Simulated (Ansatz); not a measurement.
CH3OSi (charge −1)

```xyz
6

O    -0.7856   -1.5076    0.8780
C    -0.2203   -0.8435    0.0157
Si   -0.2782    1.0142   -0.3791
H     0.3318   -1.4272   -0.7868
H     1.2002    1.1372   -0.7450
H    -0.2479    1.6268    1.0171
```

Geometry: PBE0-D4/def2-TZVPD.

Level of theory: RKS PBE0-D4/def2-TZVPPD (Ansatz).

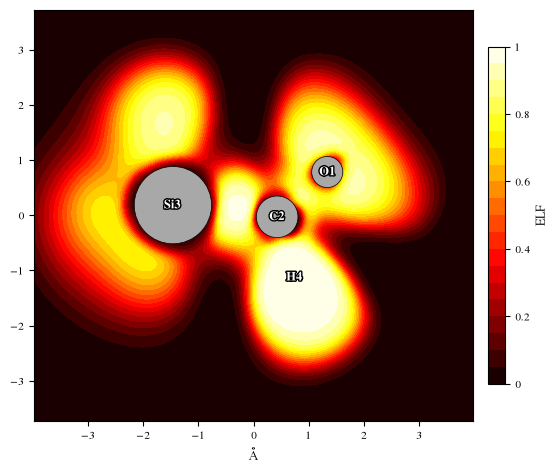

Figure 1. Electron localisation function on the plane of atoms Si3, C2 and H4. Grey discs cover the atomic cores.

Describe what can be read from this map.

Answer. Atoms in the plane: O, C, Si and H.
C–O (1.23 Å): the ELF peaks at about 0.85 between the atoms: a short, multiple covalent bond.
C–Si (1.90 Å): the ELF peaks at about 0.95 between the atoms, as expected for a covalent bond.
C–H (1.14 Å): the ELF climbs to about 1 towards the hydrogen, as it does in any bond to H; a covalent bond by its length.
The ELF also peaks beside O1, away from the bonds: lone-pair regions.

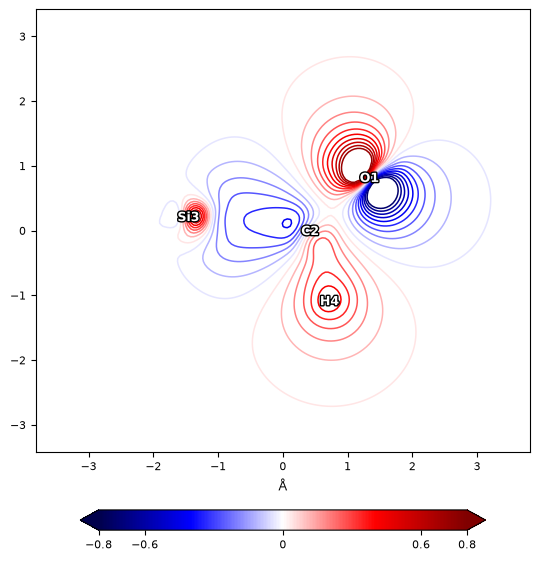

Figure 2. The HOMO−1 on the plane of atoms O1, C2 and Si3 (values in Å⁻³ᐟ²; the overall sign is arbitrary).

Where does this orbital lie, and at what energy?

Answer. By Hirshfeld shares it lies mainly on O1 (about 45 %), Si3 (about 20 %), C2 (about 15 %) and H4 (about 10 %). Its energy is −1.62 eV.

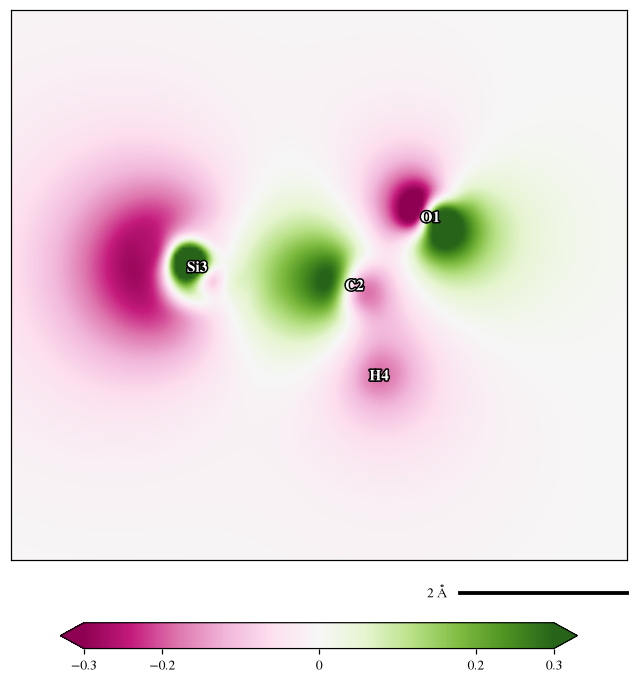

Figure 3. The HOMO on the plane of atoms O1, C2 and Si3 (values in Å⁻³ᐟ²; the overall sign is arbitrary).

Where does this orbital lie, and at what energy?

Answer. By Hirshfeld shares it lies mainly on Si3 (about 65 %), O1 (about 10 %) and C2 (about 10 %). Its energy is −0.38 eV.
